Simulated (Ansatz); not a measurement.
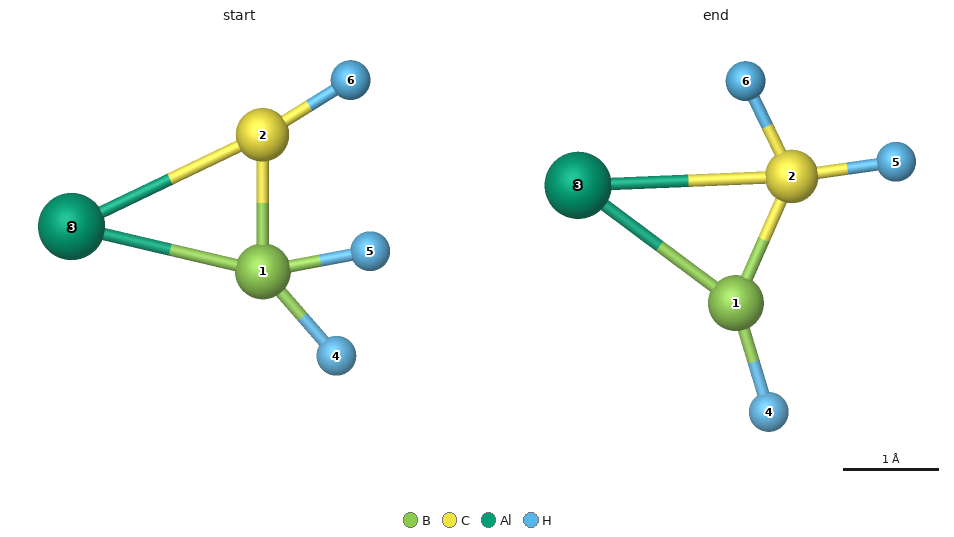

The structure of CH3AlB (multiplicity 2) before (left) and after (right) a relaxation, at one scale.

A ball-and-stick model, seen at a tilt.

It is one of the separated reactants of a reaction.

Method: UKS PBE-D4/def2-SVP in Ansatz.

Input
```yaml
crystal:
  periodic: [false, false, false]
  atoms:
    - {symbol: B, position_ang: [-0.619837, -0.543043, -0.338940]}
    - {symbol: C, position_ang: [0.152331, 0.546763, 0.214869]}
    - {symbol: Al, position_ang: [1.268003, -1.359298, -0.092652]}
    - {symbol: H, position_ang: [-1.722779, -0.765937, -0.705615]}
    - {symbol: H, position_ang: [-1.412563, 0.289921, -0.322952]}
    - {symbol: H, position_ang: [-0.292358, 1.525831, 0.406471]}
basis:
  gaussian: {orbitals: def2-SVP}
magnetization: {spin_polarized: true, initial_magnetization: 1}
hamiltonian: {xc: pbe, dispersion: d4}
relax: {f_tol: 0.03, max_steps: 250}
```

Run as
```bash
ansatz run in.yaml --threads 2 --pin off --events-out ev --progress --plain --max-ram 4352MiB
```

### Summarise the run.

The atom that moves furthest after the best rigid fit is H5 (1.08 Å). By element the largest moves are H 1.08 Å, C 0.71 Å, Al 0.53 Å, B 0.34 Å. Some distances before and after: B1–H5 1.150 → 2.252 Å, C2–H5 1.675 → 1.110 Å, C2–H6 1.092 → 1.122 Å, B1–H4 1.183 → 1.205 Å. New bonds form: C2–H5 (1.67 → 1.11 Å). Bonds break: B1–H5 (1.15 → 2.25 Å). Bond angles that change, for instance: Al3–C2–H6 173.8° → 66.6°, B1–C2–H6 121.7° → 130.6°. Over 15 geometry steps the energy falls by 66.6 kcal/mol. Largest force component: 2.5 eV/Å at the start, 0.0053 eV/Å at the end. The run took 19 s on 2 threads of Arm Neoverse V2 (shared host).
